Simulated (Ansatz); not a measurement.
# Where Al_Ga puts its levels in the gap of Al3GaN4 (Pm)

Aim: at which Fermi levels does Al_Ga in Al3GaN4 (Pm) change its charge? The model is a cell of 96 host atoms with 1 Ga taken out and 1 Al put in.

Main program and level: Ansatz 0.2.0; place-levels on PBEsol runs: charge-transition levels and formation energies with image-charge correction and potential alignment at the atomic sites.

In doubt: warnings of the run leave room for a lower electronic state (in some of the runs), so energies may not be the lowest and differences between runs may mislead.

## (1) The starting structure

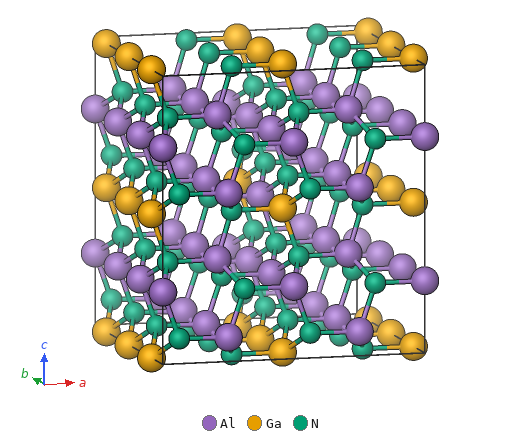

The starting structure, seen slightly off an axis (aluminium purple, gallium orange, nitrogen teal). Some periodic images of atoms are drawn too.

The cell holds 96 atoms: 37 Al, 11 Ga and 48 N. Cell: a = 10.087 Å, b = 9.390 Å, c = 10.836 Å, α = 90.0°, β = 90.0°, γ = 90.0°. It derives from Al3GaN4 (space group Pm). Nearest the centre at fractional (0.750, 0.667, 0.333): Al84 at 0.00 Å, N71 at 1.93 Å, N87 at 1.93 Å, N88 at 1.94 Å, N85 at 1.96 Å, N37 at 3.09 Å, Al83 at 3.10 Å, Al82 at 3.10 Å.

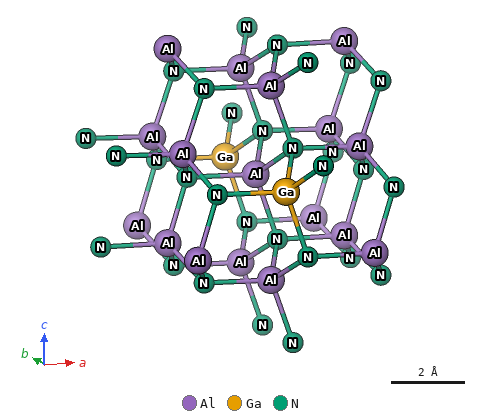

The atoms within 5 Å of the centre.

The host's dielectric constants go in as inputs: (4.99, 4.79, 4.80) for the electrons alone, (9.98, 8.63, 8.67) with the ions, from a response run on this crystal (DFPT, PBEsol) at that run's own cell.

The cell's shortest repeat is 9.4 Å.

## (2) Charge states

Levels follow from differences of total energies between charge states, each relaxed by itself.

Random displacements of about 0.05 Å break the site symmetry at the start, so that the relaxation can reach a distorted minimum if there is one. Forces are taken at one point at (¼, ¼, ¼). The cell holds 1 electron more than the neutral one, with a uniform background that keeps it neutral on the whole. The electron count is odd, so at least one spin is unpaired; this run locks the moment at 1 μB.

The sampling was tested on the host first: at the k-points planned (1x1x1 shifted 0.25 0.25 0.25) its energy lies 0.000 eV an atom from the dense-mesh value, under the bound of 0.02 eV set for this test; that bounds the host's error, not the defect's.

One of the inputs; charge, spin and start change from state to state.

The input, qm1_M1.relax/input.yaml:

```yaml
crystal:
  lattice:
    - [10.08692036, 0.0, 0.00025278]
    - [0.0, 9.39015678, 0.0]
    - [-0.00644816, 0.0, 10.83601904]
  atoms:
    - { symbol: Al, position: [0.25011429, 0.16666667, 0.08366547] }
    - { symbol: Al, position: [0.00045975, 0.16666667, 0.41740262] }
    - { symbol: Al, position: [0.00054363, 0.0, 0.16584607] }
    - { symbol: Ga, position: [0.24970976, 0.0, 0.33310101] }
    - { symbol: "N", position: [0.05558729, 0.0, 0.33316331] }
    - { symbol: "N", position: [0.06122767, 0.16666667, 0.08357752] }
    - { symbol: "N", position: [0.31256195, 0.16666667, 0.42009678] }
    - { symbol: "N", position: [0.31159516, 0.0, 0.16314772] }
    - { symbol: Al, position: [0.25011429, 0.16666667, 0.58366547] }
    - { symbol: Al, position: [0.00045975, 0.16666667, 0.91740262] }
    - { symbol: Al, position: [0.00054363, 0.0, 0.66584607] }
    - { symbol: Ga, position: [0.24970976, 0.0, 0.83310101] }
    - { symbol: "N", position: [0.05558729, 0.0, 0.83316331] }
    - { symbol: "N", position: [0.06122767, 0.16666667, 0.58357752] }
    - { symbol: "N", position: [0.31256195, 0.16666667, 0.92009678] }
    - { symbol: "N", position: [0.31159516, 0.0, 0.66314772] }
    - { symbol: Al, position: [0.25011429, 0.5, 0.08366547] }
    - { symbol: Al, position: [0.00045975, 0.5, 0.41740262] }
    - { symbol: Al, position: [0.00054363, 0.33333333, 0.16584607] }
    - { symbol: Ga, position: [0.24970976, 0.33333333, 0.33310101] }
    - { symbol: "N", position: [0.05558729, 0.33333333, 0.33316331] }
    - { symbol: "N", position: [0.06122767, 0.5, 0.08357752] }
    - { symbol: "N", position: [0.31256195, 0.5, 0.42009678] }
    - { symbol: "N", position: [0.31159516, 0.33333333, 0.16314772] }
    - { symbol: Al, position: [0.25011429, 0.5, 0.58366547] }
    - { symbol: Al, position: [0.00045975, 0.5, 0.91740262] }
    - { symbol: Al, position: [0.00054363, 0.33333333, 0.66584607] }
    - { symbol: Ga, position: [0.24970976, 0.33333333, 0.83310101] }
    - { symbol: "N", position: [0.05558729, 0.33333333, 0.83316331] }
    - { symbol: "N", position: [0.06122767, 0.5, 0.58357752] }
    - { symbol: "N", position: [0.31256195, 0.5, 0.92009678] }
    - { symbol: "N", position: [0.31159516, 0.33333333, 0.66314772] }
    - { symbol: Al, position: [0.25011429, 0.83333333, 0.08366547] }
    - { symbol: Al, position: [0.00045975, 0.83333333, 0.41740262] }
    - { symbol: Al, position: [0.00054363, 0.66666667, 0.16584607] }
    - { symbol: Ga, position: [0.24970976, 0.66666667, 0.33310101] }
    - { symbol: "N", position: [0.05558729, 0.66666667, 0.33316331] }
    - { symbol: "N", position: [0.06122767, 0.83333333, 0.08357752] }
    - { symbol: "N", position: [0.31256195, 0.83333333, 0.42009678] }
    - { symbol: "N", position: [0.31159516, 0.66666667, 0.16314772] }
    - { symbol: Al, position: [0.25011429, 0.83333333, 0.58366547] }
    - { symbol: Al, position: [0.00045975, 0.83333333, 0.91740262] }
    - { symbol: Al, position: [0.00054363, 0.66666667, 0.66584607] }
    - { symbol: Ga, position: [0.24970976, 0.66666667, 0.83310101] }
    - { symbol: "N", position: [0.05558729, 0.66666667, 0.83316331] }
    - { symbol: "N", position: [0.06122767, 0.83333333, 0.58357752] }
    - { symbol: "N", position: [0.31256195, 0.83333333, 0.92009678] }
    - { symbol: "N", position: [0.31159516, 0.66666667, 0.66314772] }
    - { symbol: Al, position: [0.75011429, 0.16666667, 0.08366547] }
    - { symbol: Al, position: [0.50045975, 0.16666667, 0.41740262] }
    - { symbol: Al, position: [0.50054363, 0.0, 0.16584607] }
    - { symbol: Ga, position: [0.74970976, 0.0, 0.33310101] }
    - { symbol: "N", position: [0.55558729, 0.0, 0.33316331] }
    - { symbol: "N", position: [0.56122767, 0.16666667, 0.08357752] }
    - { symbol: "N", position: [0.81256195, 0.16666667, 0.42009678] }
    - { symbol: "N", position: [0.81159516, 0.0, 0.16314772] }
    - { symbol: Al, position: [0.75011429, 0.16666667, 0.58366547] }
    - { symbol: Al, position: [0.50045975, 0.16666667, 0.91740262] }
    - { symbol: Al, position: [0.50054363, 0.0, 0.66584607] }
    - { symbol: Ga, position: [0.74970976, 0.0, 0.83310101] }
    - { symbol: "N", position: [0.55558729, 0.0, 0.83316331] }
    - { symbol: "N", position: [0.56122767, 0.16666667, 0.58357752] }
    - { symbol: "N", position: [0.81256195, 0.16666667, 0.92009678] }
    - { symbol: "N", position: [0.81159516, 0.0, 0.66314772] }
    - { symbol: Al, position: [0.75011429, 0.5, 0.08366547] }
    - { symbol: Al, position: [0.50045975, 0.5, 0.41740262] }
    - { symbol: Al, position: [0.50054363, 0.33333333, 0.16584607] }
    - { symbol: Ga, position: [0.74970976, 0.33333333, 0.33310101] }
    - { symbol: "N", position: [0.55558729, 0.33333333, 0.33316331] }
    - { symbol: "N", position: [0.56122767, 0.5, 0.08357752] }
    - { symbol: "N", position: [0.81256195, 0.5, 0.42009678] }
    - { symbol: "N", position: [0.81159516, 0.33333333, 0.16314772] }
    - { symbol: Al, position: [0.75011429, 0.5, 0.58366547] }
    - { symbol: Al, position: [0.50045975, 0.5, 0.91740262] }
    - { symbol: Al, position: [0.50054363, 0.33333333, 0.66584607] }
    - { symbol: Ga, position: [0.74970976, 0.33333333, 0.83310101] }
    - { symbol: "N", position: [0.55558729, 0.33333333, 0.83316331] }
    - { symbol: "N", position: [0.56122767, 0.5, 0.58357752] }
    - { symbol: "N", position: [0.81256195, 0.5, 0.92009678] }
    - { symbol: "N", position: [0.81159516, 0.33333333, 0.66314772] }
    - { symbol: Al, position: [0.75011429, 0.83333333, 0.08366547] }
    - { symbol: Al, position: [0.50045975, 0.83333333, 0.41740262] }
    - { symbol: Al, position: [0.50054363, 0.66666667, 0.16584607] }
    - { symbol: Al, position: [0.74970976, 0.66666667, 0.33310101] }
    - { symbol: "N", position: [0.55558729, 0.66666667, 0.33316331] }
    - { symbol: "N", position: [0.56122767, 0.83333333, 0.08357752] }
    - { symbol: "N", position: [0.81256195, 0.83333333, 0.42009678] }
    - { symbol: "N", position: [0.81159516, 0.66666667, 0.16314772] }
    - { symbol: Al, position: [0.75011429, 0.83333333, 0.58366547] }
    - { symbol: Al, position: [0.50045975, 0.83333333, 0.91740262] }
    - { symbol: Al, position: [0.50054363, 0.66666667, 0.66584607] }
    - { symbol: Ga, position: [0.74970976, 0.66666667, 0.83310101] }
    - { symbol: "N", position: [0.55558729, 0.66666667, 0.83316331] }
    - { symbol: "N", position: [0.56122767, 0.83333333, 0.58357752] }
    - { symbol: "N", position: [0.81256195, 0.83333333, 0.92009678] }
    - { symbol: "N", position: [0.81159516, 0.66666667, 0.66314772] }
  host:
    repeats: [2, 3, 2]
    atoms:
      - { symbol: Al, position: [0.50022857, 0.5, 0.16733093] }
      - { symbol: Al, position: [0.00091951, 0.5, 0.83480524] }
      # ... 6 more atoms of the perfect host
total_charge: -1
basis:
  ecutwfc: 420
  xc_grid: 2
hamiltonian:
  xc: pbesol
kpoints:
  mp_grid: { grid: [1, 1, 1], shift: [0.25, 0.25, 0.25] }
magnetization:
  spin_polarized: true
  initial_magnetization: 1
  spin_locking: { lock_magnetization: hard }
scf:
  occupations: { method: fixed }
  max_iter: 100
output:
  forces: true
  charged_corrections:
    epsilon: [4.99, 4.79, 4.8]
    static_epsilon: [9.98, 8.63, 8.67]
    defect_position: [0.74971, 0.666667, 0.333101]
relax:
  f_tol: 0.02
  max_steps: 80
  random_displacement: { amplitude: 0.05, seed: 5170 }
checkpoint:
  write: "../qm1_M1.relax.run"
  compress: false
  write_wavefunctions: true
  write_every: 100000
```

Launch:

```sh
$ ansatz run input.yaml --threads 4 --pin off --max-ram 7536MiB --backend cpu --events-out ev --progress --plain --runs-dir out
```

The relaxed structure is kept and the sampling changed to a 2×2×2 shifted mesh.

The run of this state that the levels use, under PBEsol:

The input, qm1_M1.point/input.yaml:

```yaml
crystal:
  checkpoint: "../qm1_M1.relax.run"
  host: checkpoint
total_charge: -1
basis:
  ecutwfc: 420
  xc_grid: 2
hamiltonian:
  xc: pbesol
kpoints:
  mp_grid: { grid: [2, 2, 2], shift: [0.5, 0.5, 0.5] }
magnetization:
  spin_polarized: true
  initial_magnetization: 1
  spin_locking: { lock_magnetization: hard }
scf:
  occupations: { method: fermi_dirac, width: 0.01 }
  max_iter: 100
output:
  forces: true
  eigenvalues: true
  charged_corrections:
    epsilon: [4.99, 4.79, 4.8]
    static_epsilon: [9.98, 8.63, 8.67]
    defect_position: [0.74971, 0.666667, 0.333101]
  eigenstates: { localisation: true }
  populations: true
  efg: {}
  band_densities: [{ bands: [v1, v1] }, { bands: [c1, c1] }]
  write_density: true
  write_potential: true
  volumetric_format: npy
  elf: true
checkpoint:
  read: "../qm1_M1.relax.run"
  write: "../qm1_M1.point.run"
  compress: false
  write_wavefunctions: false
  write_every: 100000
```

Relaxations under PBEsol at one point at (¼, ¼, ¼); times on 4 threads of Arm Neoverse V1, shared host:

```
charge  moment (μB)  occupations    outcome  steps  largest displacement against the far atoms (Å)     time
    −1            1        fixed  converged      5                                            0.06  3.3 min
     0            0        fixed  converged      5                                            0.06     92 s
    +1            1        fixed  converged      5                                            0.06  4.3 min
```

Single points under PBEsol at a 2×2×2 shifted mesh; times on 4 threads of Arm Neoverse V1, shared host:

```
charge  moment (μB)  occupations    outcome     time
    −1            1  fermi-dirac  converged  8.2 min
     0            0  fermi-dirac  converged  2.5 min
    +1            1  fermi-dirac  converged  7.1 min
```

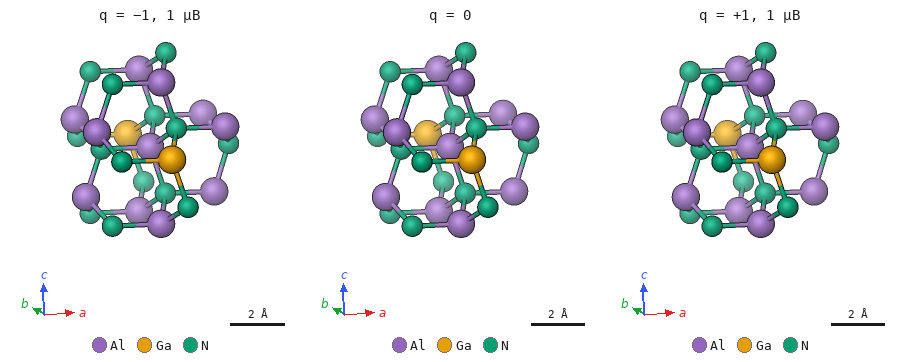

The structures near the centre after relaxation with PBEsol, by charge.

Distances (Å) from Al84 to the nearest atoms after relaxation with PBEsol:

```
charge  moment (μB)      1.      2.      3.      4.      5.       6.
    −1            1  N 1.88  N 1.89  N 1.90  N 1.91  N 3.07  Al 3.09
     0            0  N 1.89  N 1.89  N 1.90  N 1.91  N 3.08  Al 3.09
    +1            1  N 1.89  N 1.89  N 1.90  N 1.91  N 3.08  Al 3.09
```

[end of part 1 of 2]

[Logs are printed without paths, hosts, clocks, repeated set-up lines and the standing remarks that a program may print on its own settings, such as how far it seeks lower states.]

[Hosts, paths, dates, database ids (printed as entryN), source tags and the programs' standing remarks are cut or masked in the printed files.]

[Where a table of states has a column of steps, it counts the stored structures, which are thinned; the runs took as many ionic steps or more.]

[A defect's name tells the site on which it was built; relaxed atoms can leave that site.]

[For some hosts the program warned that the k-mesh of the response run may be too coarse for force constants and the static dielectric constant; such warnings are not shown here.]
